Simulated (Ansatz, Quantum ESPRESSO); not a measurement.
# Mo2NOS MXene, 1 layer in an electric field, part 3 of 6

How does Mo2NOS MXene, 1 layer respond to a gate-like field without added charge?

Quantum ESPRESSO 7.5; plane-wave DFT, LDA, GBRV ultrasoft pseudopotentials; geometry and cross-check by Ansatz 0.2.0 with PAW datasets.

So far. Step 3 (Ground state: no field): The run needed 16 iterations to bring the estimated error under 1e-09 Ry; the largest force on any atom, held or free, is 0.79 eV/Å. Step 4 (Potential by pp.x): The vacuum is flat to 0.1 meV/Å, so its level is well defined. Inside the slab the curve depends on the local part of the pseudopotentials; only the vacuum level has a meaning of its own.

## (5) Bands along a path: no field

A bands run reads the converged density and follows the path given under K_POINTS.

Contents of f0.bands.in:

```
&control
  prefix = 'f0.bands'
  outdir = './out'
  pseudo_dir = './pseudo'
  calculation = 'bands'
  tefield = .true.
  dipfield = .true.
/
&system
  ibrav = 0
  nat = 5
  ntyp = 4
  ecutwfc = 40
  ecutrho = 200
  occupations = 'smearing'
  smearing = 'fd'
  degauss = 0.004
  edir = 3
  emaxpos = 0.97
  eopreg = 0.04
  eamp = 0.0
  nbnd = 28
/
&electrons
  conv_thr = 1e-07
  mixing_beta = 0.4
  electron_maxstep = 120
  mixing_mode = 'local-TF'
/
ATOMIC_SPECIES
  S   32.0600  s_lda_v1.4.uspp.F.UPF
  Mo  95.9500  mo_lda_v1.uspp.F.UPF
  N   14.0070  n_lda_v1.2.uspp.F.UPF
  O   15.9990  o_lda_v1.2.uspp.F.UPF
CELL_PARAMETERS angstrom
  2.97966934869045 0.00000000000000 0.00000000000000
  -1.48983467434522 2.58046935084376 0.00000000000000
  0.00000000000000 0.00000000000000 22.20122516460000
ATOMIC_POSITIONS crystal
  S   0.333333333333 0.666666666667 0.376055714362
  Mo  0.666666666667 0.333333333333 0.449936453234
  N   0.000000000000 -0.000000000000 0.515756787944
  Mo  0.333333333333 0.666666666667 0.574139334190
  O   0.666666666667 0.333333333333 0.625251747570
K_POINTS crystal_b
4
  0.0000000000 0.0000000000 0.0000000000 14
  0.5000000000 0.0000000000 0.0000000000 14
  0.3333333333 0.3333333333 0.0000000000 14
  0.0000000000 0.0000000000 0.0000000000 1
```

The run is started by

```sh
$ cp -r out/f0.save out/f0.bands.save
$ cp out/f0.xml out/f0.bands.xml
$ OMP_NUM_THREADS=1 mpirun -n 4 pw.x -nk 4 -in f0.bands.in > f0.bands.out
```

The log of the run:

```text
[banner, memory and clock lines left out]
Program PWSCF v.7.5 starts

          URL

     Presently no symmetry can be used with electric field

     Atomic positions and unit cell read from directory:
     ./out/f0.bands.save/

     G-vector sticks info

     bravais-lattice index     =            0
     lattice parameter (alat)  =       5.6308  a.u.
     unit-cell volume          =    1151.9678 (a.u.)^3
     number of atoms/cell      =            5
     number of atomic types    =            4
     number of electrons       =        45.00
     number of Kohn-Sham states=           28
     kinetic-energy cutoff     =      40.0000  Ry
     charge density cutoff     =     200.0000  Ry
     Exchange-correlation= SLA  PZ   NOGX NOGC
                           (   1   1   0   0   0   0   0)

     celldm(1)=   5.630759  celldm(2)=   0.000000  celldm(3)=   0.000000
     celldm(4)=   0.000000  celldm(5)=   0.000000  celldm(6)=   0.000000

     crystal axes: (cart. coord. in units of alat)
               a(1) = (   1.000000   0.000000   0.000000 )
               a(2) = (  -0.500000   0.866025   0.000000 )
               a(3) = (   0.000000   0.000000   7.450902 )

     reciprocal axes: (cart. coord. in units 2 pi/alat)
               b(1) = (  1.000000  0.577350 -0.000000 )
               b(2) = (  0.000000  1.154701  0.000000 )
               b(3) = (  0.000000 -0.000000  0.134212 )

     PseudoPot. # 1 for S  read from file:
     ./pseudo/s_lda_v1.4.uspp.F.UPF
     Pseudo is Ultrasoft + core correction, Zval =  6.0
     Generated by new atomic code, or converted to UPF format
     Using radial grid of  907 points,  6 beta functions with:
                l(1) =   0
                l(2) =   0
                l(3) =   1
                l(4) =   1
                l(5) =   2
                l(6) =   2
     Q(r) pseudized with  8 coefficients,  rinner =    1.300   1.300   1.300
                                                       1.300   1.300

     PseudoPot. # 2 for Mo read from file:
     ./pseudo/mo_lda_v1.uspp.F.UPF
     Pseudo is Ultrasoft + core correction, Zval = 14.0
     Generated by new atomic code, or converted to UPF format
     Using radial grid of  889 points,  6 beta functions with:
                l(1) =   0
                l(2) =   0
                l(3) =   1
                l(4) =   1
                l(5) =   2
                l(6) =   2
     Q(r) pseudized with  6 coefficients,  rinner =    1.000   1.000   1.000
                                                       1.000   1.000

     PseudoPot. # 3 for N  read from file:
     ./pseudo/n_lda_v1.2.uspp.F.UPF
     Pseudo is Ultrasoft + core correction, Zval =  5.0
     Generated by new atomic code, or converted to UPF format
     Using radial grid of  729 points,  4 beta functions with:
                l(1) =   0
                l(2) =   0
                l(3) =   1
                l(4) =   1
     Q(r) pseudized with  8 coefficients,  rinner =    0.900   0.900   0.900

     PseudoPot. # 4 for O  read from file:
     ./pseudo/o_lda_v1.2.uspp.F.UPF
     Pseudo is Ultrasoft + core correction, Zval =  6.0
     Generated by new atomic code, or converted to UPF format
     Using radial grid of  737 points,  5 beta functions with:
                l(1) =   0
                l(2) =   0
                l(3) =   1
                l(4) =   1
                l(5) =   2
     Q(r) pseudized with  8 coefficients,  rinner =    0.900   0.900   0.900
                                                       0.900   0.900

     atomic species   valence    mass     pseudopotential
     S                 6.00    32.06000     S ( 1.00)
     Mo               14.00    95.95000     Mo( 1.00)
     N                 5.00    14.00700     N ( 1.00)
     O                 6.00    15.99900     O ( 1.00)

     No symmetry found

   Cartesian axes

     site n.     atom                  positions (alat units)
         1        S      tau(   1) = (  -0.0000000   0.5773503   2.8019544  )
         2        Mo     tau(   2) = (   0.5000000   0.2886751   3.3524325  )
         3        N      tau(   3) = (   0.0000000   0.0000000   3.8428534  )
         4        Mo     tau(   4) = (  -0.0000000   0.5773503   4.2778561  )
         5        O      tau(   5) = (   0.5000000   0.2886751   4.6586897  )

     number of k points=    43  Fermi-Dirac smearing, width (Ry)=  0.0040
                       cart. coord. in units 2pi/alat
        k(    1) = (   0.0000000   0.0000000   0.0000000), wk =   0.0465116
        k(    2) = (   0.0357143   0.0206197   0.0000000), wk =   0.0465116
        k(    3) = (   0.0714286   0.0412393   0.0000000), wk =   0.0465116
        k(    4) = (   0.1071429   0.0618590   0.0000000), wk =   0.0465116
        k(    5) = (   0.1428571   0.0824786   0.0000000), wk =   0.0465116
        k(    6) = (   0.1785714   0.1030983   0.0000000), wk =   0.0465116
        k(    7) = (   0.2142857   0.1237179   0.0000000), wk =   0.0465116
        k(    8) = (   0.2500000   0.1443376   0.0000000), wk =   0.0465116
        k(    9) = (   0.2857143   0.1649572   0.0000000), wk =   0.0465116
        k(   10) = (   0.3214286   0.1855769   0.0000000), wk =   0.0465116
        k(   11) = (   0.3571429   0.2061965   0.0000000), wk =   0.0465116
        k(   12) = (   0.3928571   0.2268162   0.0000000), wk =   0.0465116
        k(   13) = (   0.4285714   0.2474358   0.0000000), wk =   0.0465116
        k(   14) = (   0.4642857   0.2680555   0.0000000), wk =   0.0465116
        k(   15) = (   0.5000000   0.2886751   0.0000000), wk =   0.0465116
        k(   16) = (   0.4880952   0.3092948   0.0000000), wk =   0.0465116
        k(   17) = (   0.4761905   0.3299144   0.0000000), wk =   0.0465116
        k(   18) = (   0.4642857   0.3505341   0.0000000), wk =   0.0465116
        k(   19) = (   0.4523810   0.3711537   0.0000000), wk =   0.0465116
        k(   20) = (   0.4404762   0.3917734   0.0000000), wk =   0.0465116
        k(   21) = (   0.4285714   0.4123930   0.0000000), wk =   0.0465116
        k(   22) = (   0.4166667   0.4330127   0.0000000), wk =   0.0465116
        k(   23) = (   0.4047619   0.4536324   0.0000000), wk =   0.0465116
        k(   24) = (   0.3928571   0.4742520   0.0000000), wk =   0.0465116
        k(   25) = (   0.3809524   0.4948717   0.0000000), wk =   0.0465116
        k(   26) = (   0.3690476   0.5154913   0.0000000), wk =   0.0465116
        k(   27) = (   0.3571429   0.5361110   0.0000000), wk =   0.0465116
        k(   28) = (   0.3452381   0.5567306   0.0000000), wk =   0.0465116
        k(   29) = (   0.3333333   0.5773503   0.0000000), wk =   0.0465116
        k(   30) = (   0.3095238   0.5361110   0.0000000), wk =   0.0465116
[...]
-16.9586 -13.6735 -11.0651  -6.4391  -5.0852  -4.8558  -4.3716  -3.7389
    -3.3086  -2.7537  -1.9892  -1.2873  -0.1816   0.7948   2.8154   3.2026
     3.4881   3.6629   4.2790   5.3599

          k = 0.4405 0.3918 0.0000 (  4930 PWs)   bands (ev):

   -60.4569 -59.8016 -35.1052 -34.6112 -34.5577 -34.3667 -33.9762 -33.9421
   -16.9466 -13.6704 -11.0458  -6.3591  -5.0411  -4.8426  -4.3887  -3.7977
    -3.2856  -2.8068  -2.1336  -1.3813  -0.0447   0.9209   2.7052   3.1315
     3.3978   3.5889   4.2750   5.3734

          k = 0.4286 0.4124 0.0000 (  4924 PWs)   bands (ev):

   -60.4558 -59.8005 -35.0908 -34.6384 -34.5545 -34.3551 -33.9749 -33.9661
   -16.9334 -13.6667 -11.0231  -6.2649  -4.9949  -4.8282  -4.3995  -3.8882
    -3.2581  -2.8305  -2.2944  -1.4938   0.1035   1.0604   2.5849   3.0513
     3.2978   3.5232   4.2774   5.3680

          k = 0.4167 0.4330 0.0000 (  4906 PWs)   bands (ev):

   -60.4546 -59.7993 -35.0742 -34.6688 -34.5511 -34.3414 -33.9934 -33.9729
   -16.9197 -13.6625 -10.9976  -6.1587  -4.9547  -4.8099  -4.4015  -4.0033
    -3.2263  -2.8360  -2.4530  -1.6242   0.2621   1.2063   2.4617   2.9668
     3.1878   3.4626   4.2894   5.3489

          k = 0.4048 0.4536 0.0000 (  4900 PWs)   bands (ev):

   -60.4533 -59.7982 -35.0554 -34.7016 -34.5476 -34.3259 -34.0224 -33.9713
   -16.9063 -13.6578 -10.9703  -6.0429  -4.9304  -4.7834  -4.3937  -4.1321
    -3.1909  -2.8512  -2.5812  -1.7664   0.4296   1.3533   2.3407   2.8826
     3.0707   3.3996   4.3104   5.3284

          k = 0.3929 0.4743 0.0000 (  4900 PWs)   bands (ev):

   -60.4521 -59.7970 -35.0347 -34.7358 -34.5443 -34.3085 -34.0529 -33.9697
   -16.8940 -13.6529 -10.9423  -5.9207  -4.9255  -4.7517  -4.3764  -4.2636
    -3.1534  -2.9126  -2.6444  -1.9105   0.6039   1.4978   2.2251   2.8024
     2.9504   3.3287   4.3355   5.3213

          k = 0.3810 0.4949 0.0000 (  4900 PWs)   bands (ev):

   -60.4509 -59.7959 -35.0124 -34.7707 -34.5412 -34.2894 -34.0841 -33.9682
   -16.8831 -13.6479 -10.9150  -5.7957  -4.9354  -4.7283  -4.3873  -4.3497
    -3.1181  -2.9996  -2.6643  -2.0420   0.7814   1.6366   2.1178   2.7288
     2.8308   3.2498   4.3570   5.3375

          k = 0.3690 0.5155 0.0000 (  4884 PWs)   bands (ev):

   -60.4499 -59.7949 -34.9887 -34.8051 -34.5386 -34.2688 -34.1151 -33.9669
   -16.8744 -13.6432 -10.8901  -5.6731  -4.9559  -4.7315  -4.4832  -4.3180
    -3.1205  -3.0373  -2.6892  -2.1441   0.9551   1.7623   2.0268   2.6633
     2.7170   3.1668   4.3700   5.3761

          k = 0.3571 0.5361 0.0000 (  4890 PWs)   bands (ev):

   -60.4491 -59.7942 -34.9644 -34.8379 -34.5366 -34.2469 -34.1451 -33.9659
   -16.8680 -13.6392 -10.8695  -5.5608  -4.9859  -4.7709  -4.5341  -4.2847
    -3.1676  -3.0056  -2.7359  -2.2059   1.1113   1.8360   1.9912   2.6073
     2.6171   3.0877   4.3748   5.4233

          k = 0.3452 0.5567 0.0000 (  4900 PWs)   bands (ev):

   -60.4486 -59.7937 -34.9411 -34.8666 -34.5354 -34.2238 -34.1734 -33.9653
   -16.8642 -13.6363 -10.8555  -5.4742  -5.0222  -4.8161  -4.5511  -4.2578
    -3.2005  -2.9683  -2.7895  -2.2332   1.2246   1.8228   2.0422   2.5458
     2.5656   3.0250   4.3752   5.4603

          k = 0.3333 0.5774 0.0000 (  4884 PWs)   bands (ev):

   -60.4484 -59.7935 -34.9283 -34.8813 -34.5349 -34.2015 -34.1975 -33.9650
   -16.8630 -13.6352 -10.8503  -5.4399  -5.0418  -4.8335  -4.5545  -4.2469
    -3.2119  -2.9511  -2.8146  -2.2399   1.2649   1.8126   2.0720   2.5227
     2.5480   2.9980   4.3749   5.4736

          k = 0.3095 0.5361 0.0000 (  4906 PWs)   bands (ev):

   -60.4493 -59.7943 -34.9592 -34.8419 -34.5368 -34.2421 -34.1489 -33.9661
   -16.8676 -13.6410 -10.8754  -5.5350  -4.9772  -4.7749  -4.5451  -4.2940
    -3.1603  -2.9773  -2.7600  -2.2203   1.1594   1.7657   2.0088   2.5149
     2.6510   3.1402   4.3763   5.4232

          k = 0.2857 0.4949 0.0000 (  4910 PWs)   bands (ev):

   -60.4520 -59.7969 -34.9887 -34.7850 -34.5425 -34.2688 -34.0968 -33.9694
   -16.8801 -13.6617 -10.9597  -5.6522  -4.8665  -4.7149  -4.4957  -4.3654
    -3.0518  -2.9518  -2.7112  -2.1546   0.9790   1.5603   1.9439   2.4326
     2.8874   3.4539   4.3717   5.2820

          k = 0.2619 0.4536 0.0000 (  4900 PWs)   bands (ev):

   -60.4567 -59.8014 -34.9988 -34.7271 -34.5516 -34.2774 -34.0448 -33.9752
   -16.8984 -13.7013 -11.1086  -5.6801  -4.8439  -4.7084  -4.3825  -4.3138
    -3.0604  -2.7697  -2.7002  -2.0325   0.8160   1.3016   1.9019   2.3187
     3.1065   3.7252   4.3338   5.0863

          k = 0.2381 0.4124 0.0000 (  4904 PWs)   bands (ev):

   -60.4635 -59.8079 -34.9868 -34.6714 -34.5637 -34.2667 -33.9978 -33.9799
   -16.9214 -13.7607 -11.3143  -5.5997  -4.9968  -4.5903  -4.2330  -4.1806
    -3.1095  -2.6986  -2.5816  -1.8522   0.7043   1.0476   1.8764   2.1954
     3.2132   3.8480   4.2134   4.9381

          k = 0.2143 0.3712 0.0000 (  4904 PWs)   bands (ev):

   -60.4723 -59.8162 -34.9525 -34.6215 -34.5766 -34.2365 -33.9974 -33.9430
   -16.9494 -13.8377 -11.5589  -5.4326  -5.1281  -4.5137  -4.0859  -3.9936
    -3.1638  -2.6176  -2.5022  -1.6080   0.6455   0.8316   1.8442   2.0769
     3.1678   3.7826   4.0214   4.8938

          k = 0.1905 0.3299 0.0000 (  4930 PWs)   bands (ev):

   -60.4826 -59.8260 -34.8980 -34.6072 -34.5612 -34.1882 -34.0101 -33.8988
   -16.9843 -13.9276 -11.8201  -5.3123  -5.1273  -4.4861  -3.9843  -3.7682
    -3.1736  -2.5268  -2.4317  -1.3225   0.5567   0.7347   1.7707   1.9837
     2.9986   3.5393   3.8441   4.9088

          k = 0.1667 0.2887 0.0000 (  4938 PWs)   bands (ev):

   -60.4940 -59.8368 -34.8268 -34.6259 -34.5204 -34.1250 -34.0245 -33.8585
   -17.0284 -14.0238 -12.0771  -5.3802  -4.9292  -4.5042  -3.8193  -3.6495
    -3.0698  -2.5911  -2.1591  -1.0309   0.4230   0.7372   1.6504   1.9151
     2.7742   3.2414   3.6935   4.9148

          k = 0.1429 0.2474 0.0000 (  4935 PWs)   bands (ev):

   -60.5059 -59.8481 -34.7443 -34.6482 -34.4827 -34.0551 -34.0358 -33.8231
   -17.0831 -14.1199 -12.3133  -5.4839  -4.8168  -4.4682  -3.6700  -3.5631
    -2.8935  -2.6002  -1.8277  -0.7611   0.3096   0.7379   1.5125   1.8616
     2.5103   2.9844   3.6154   4.7571

          k = 0.1190 0.2062 0.0000 (  4945 PWs)   bands (ev):

   -60.5176 -59.8592 -34.6742 -34.6530 -34.4505 -34.0569 -33.9706 -33.7930
   -17.1474 -14.2107 -12.5170  -5.6232  -4.8166  -4.3494  -3.7118  -3.3459
    -2.7712  -2.3964  -1.4859  -0.5490   0.2161   0.7605   1.3794   1.8272
     2.2031   2.7668   3.6460   4.4490

          k = 0.0952 0.1650 0.0000 (  4957 PWs)   bands (ev):

   -60.5283 -59.8695 -34.6933 -34.5692 -34.4243 -34.0709 -33.8941 -33.7684
   -17.2169 -14.2921 -12.6814  -5.7919  -4.8055  -4.3030  -3.7142  -3.2537
    -2.5524  -2.0904  -1.1648  -0.4318   0.1482   0.8639   1.2686   1.7656
     1.9067   2.5524   3.7317   4.2212

          k = 0.0714 0.1237 0.0000 (  4951 PWs)   bands (ev):

   -60.5375 -59.8782 -34.7114 -34.4924 -34.4041 -34.0834 -33.8256 -33.7494
   -17.2843 -14.3612 -12.8047  -5.9622  -4.7510  -4.3514  -3.7733  -3.0724
    -2.3460  -1.7916  -0.8642  -0.3681   0.1056   1.0028   1.2001   1.5573
     1.7227   2.3753   3.8088   4.1532

          k = 0.0476 0.0825 0.0000 (  4935 PWs)   bands (ev):

   -60.5445 -59.8848 -34.7254 -34.4314 -34.3898 -34.0933 -33.7716 -33.7359
   -17.3409 -14.4145 -12.8884  -6.1047  -4.6602  -4.4225  -3.9136  -2.7592
    -2.2355  -1.6376  -0.5568  -0.2465   0.0686   1.0064   1.1109   1.4304
     1.5715   2.2750   3.9206   4.1485

          k = 0.0238 0.0412 0.0000 (  4943 PWs)   bands (ev):

   -60.5489 -59.8890 -34.7342 -34.3921 -34.3813 -34.0997 -33.7370 -33.7278
   -17.3787 -14.4483 -12.9364  -6.1983  -4.5542  -4.4750  -4.0623  -2.4105
    -2.1948  -1.7107  -0.2540  -0.0493   0.0459   0.8517   0.8820   1.4823
     1.5146   2.2244   4.0593   4.1352

          k = 0.0000 0.0000 0.0000 (  4945 PWs)   bands (ev):

   -60.5504 -59.8904 -34.7372 -34.3785 -34.3785 -34.1019 -33.7251 -33.7251
   -17.3919 -14.4600 -12.9519  -6.2308  -4.4938  -4.4938  -4.1383  -2.1861
    -2.1861  -1.8507  -0.1237   0.0711   0.0711   0.7388   0.7388   1.5141
     1.5141   2.2066   4.1254   4.1254

     XML data file, pseudopotentials, collected wavefunctions

                                        0.00s GPU  (     477 calls)
[key lines of the parts left out:]
Dipole field         -0.0011 Ry au,
```

It took 45 s on 4 MPI ranks of Arm Neoverse N1, shared host; peak memory 0.34 GiB.

Band numbers count within the set of bands kept for display. Electronic bands along the path, in eV, zero at the Fermi level; # counts the bands kept:

| point | #8 | #9 | #10 | #11 | #12 | #13 | #14 | #15 |
| --- | --- | --- | --- | --- | --- | --- | --- | --- |
| Γ | -1.79 | -1.59 | -1.59 | -0.93 | -0.93 | -0.15 | -0.15 | 0.54 |
| M | -3.43 | -2.71 | -2.19 | -1.12 | 1.37 | 1.68 | 2.06 | 2.20 |
| K | -4.48 | -3.90 | -0.40 | 0.15 | 0.41 | 0.86 | 0.88 | 1.33 |
| Γ | -1.79 | -1.59 | -1.59 | -0.93 | -0.93 | -0.15 | -0.15 | 0.54 |

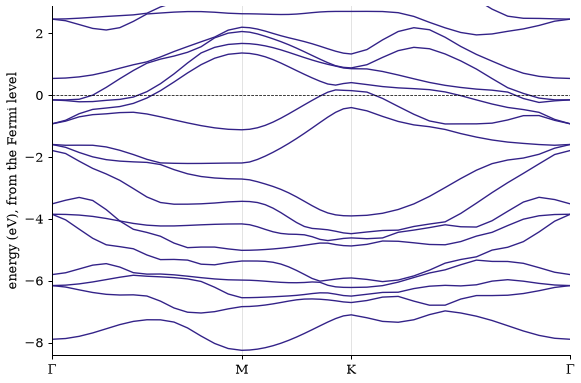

Electronic bands along the path.

## (6) SCF with pw.x: field 0.1 V/Å

eamp is the field in Hartree atomic units (1 a.u. = 51.42 V/Å). With dipfield on, it is the field in the vacuum beside an isolated sheet. The run starts from the density of the one before.

Contents of f1.in:

```
&control
  prefix = 'f1'
  outdir = './out'
  pseudo_dir = './pseudo'
  calculation = 'scf'
  tprnfor = .true.
  tefield = .true.
  dipfield = .true.
/
&system
  ibrav = 0
  nat = 5
  ntyp = 4
  ecutwfc = 40
  ecutrho = 200
  occupations = 'smearing'
  smearing = 'fd'
  degauss = 0.004
  edir = 3
  emaxpos = 0.97
  eopreg = 0.04
  eamp = 0.00194469
/
&electrons
  conv_thr = 1e-09
  mixing_beta = 0.4
  electron_maxstep = 120
  mixing_mode = 'plain'
  startingpot = 'file'
/
ATOMIC_SPECIES
  S   32.0600  s_lda_v1.4.uspp.F.UPF
  Mo  95.9500  mo_lda_v1.uspp.F.UPF
  N   14.0070  n_lda_v1.2.uspp.F.UPF
  O   15.9990  o_lda_v1.2.uspp.F.UPF
CELL_PARAMETERS angstrom
  2.97966934869045 0.00000000000000 0.00000000000000
  -1.48983467434522 2.58046935084376 0.00000000000000
  0.00000000000000 0.00000000000000 22.20122516460000
ATOMIC_POSITIONS crystal
  S   0.333333333333 0.666666666667 0.376055714362
  Mo  0.666666666667 0.333333333333 0.449936453234
  N   0.000000000000 -0.000000000000 0.515756787944
  Mo  0.333333333333 0.666666666667 0.574139334190
  O   0.666666666667 0.333333333333 0.625251747570
K_POINTS automatic
  12 12 1 0 0 0
```

The run is started by

```sh
$ cp -r out/f0.save out/f1.save
$ OMP_NUM_THREADS=1 mpirun -n 4 pw.x -nk 4 -in f1.in > f1.out
```

The log of the run:

```text
[banner, memory and clock lines left out]
Program PWSCF v.7.5 starts
[...]
number of electrons       =        45.00
     number of Kohn-Sham states=           28
     kinetic-energy cutoff     =      40.0000  Ry
     charge density cutoff     =     200.0000  Ry
[...]
number of k points=    74  Fermi-Dirac smearing, width (Ry)=  0.0040
[...]
Dense  grid:    55077 G-vectors     FFT dimensions: (  25,  25, 192)
[...]
The initial density is read from file :
[...]
negative rho (up, down):  3.669E-03 0.000E+00
[...]
Starting wfcs are   38 randomized atomic wfcs
[...]
negative rho (up, down):  3.660E-03 0.000E+00
[...]
estimated scf accuracy    <       0.11431744 Ry
[...]
negative rho (up, down):  3.933E-03 0.000E+00
[...]
estimated scf accuracy    <      40.42792316 Ry
[...]
negative rho (up, down):  3.772E-03 0.000E+00
[...]
estimated scf accuracy    <       0.00745453 Ry
[...]
negative rho (up, down):  3.708E-03 0.000E+00
[...]
estimated scf accuracy    <       0.00377770 Ry
[...]
negative rho (up, down):  3.682E-03 0.000E+00
[...]
estimated scf accuracy    <       0.00115520 Ry
[...]
negative rho (up, down):  3.673E-03 0.000E+00
[...]
estimated scf accuracy    <       0.00065632 Ry
[...]
negative rho (up, down):  3.669E-03 0.000E+00
[...]
estimated scf accuracy    <       0.00023090 Ry
[...]
negative rho (up, down):  3.667E-03 0.000E+00
[...]
estimated scf accuracy    <       0.00008996 Ry
[...]
negative rho (up, down):  3.667E-03 0.000E+00
[...]
estimated scf accuracy    <       0.00001085 Ry
[...]
negative rho (up, down):  3.666E-03 0.000E+00
[...]
estimated scf accuracy    <       0.00000103 Ry
[...]
negative rho (up, down):  3.666E-03 0.000E+00
[...]
estimated scf accuracy    <       0.00000018 Ry
[...]
negative rho (up, down):  3.666E-03 0.000E+00
[...]
estimated scf accuracy    <       0.00000003 Ry
[...]
negative rho (up, down):  3.666E-03 0.000E+00
[...]
estimated scf accuracy    <          1.1E-09 Ry
[...]
negative rho (up, down):  3.666E-03 0.000E+00
[...]
estimated scf accuracy    <          2.9E-09 Ry
[...]
negative rho (up, down):  3.666E-03 0.000E+00
[...]
Computed dipole along edir(3) :
        Dipole               -0.0432 Ry au,         -0.1098 Debye
        Dipole field         -0.0005 Ry au,
        E field amplitude [Ha a.u.]:  1.9447E-03
        Potential amp.        0.1946 Ry
        Total length         40.2761 bohr
[...]
the Fermi energy is     1.6629 ev
!    total energy              =    -355.67086970 Ry
     estimated scf accuracy    <          4.2E-10 Ry
     smearing contrib. (-TS)   =      -0.00228863 Ry
     internal energy E=F+TS    =    -355.66858107 Ry
[...]
one-electron contribution =   -3325.91776883 Ry
     hartree contribution      =    1665.69757606 Ry
     xc contribution           =     -59.33437410 Ry
     ewald contribution        =    1363.88579746 Ry
     electric field correction =       0.00018834 Ry
     convergence has been achieved in  15 iterations
     negative rho (up, down):  3.666E-03 0.000E+00
[...]
Total force =     0.039730     Total SCF correction =     0.000151
[...]
```

It took 2.5 min on 4 MPI ranks; peak memory 0.7 GiB.

This step gave:

```
free energy             : -4839.1487 eV
energy at zero smearing : -4839.1331 eV
Fermi energy            : 1.663 eV
dipole along the normal : -0.02286 e·Å
```

The dipole goes from -0.0532 to -0.0229 e Å, 0.3029 e Å per V/Å.

(Continued in part 4 of 6.)

[Logs are printed without paths, hosts, clocks, repeated set-up lines and the standing remarks that a program may print on its own settings, such as how far it seeks lower states.]

[Hosts, paths, dates, database ids (printed as entryN), source tags and the programs' standing remarks are cut or masked in the printed files.]

[Maps of the electrostatic potential energy from Ansatz leave out the sawtooth potential of an applied field or a dipole correction, so their vacuum need not be flat; planar profiles and work functions include it.]
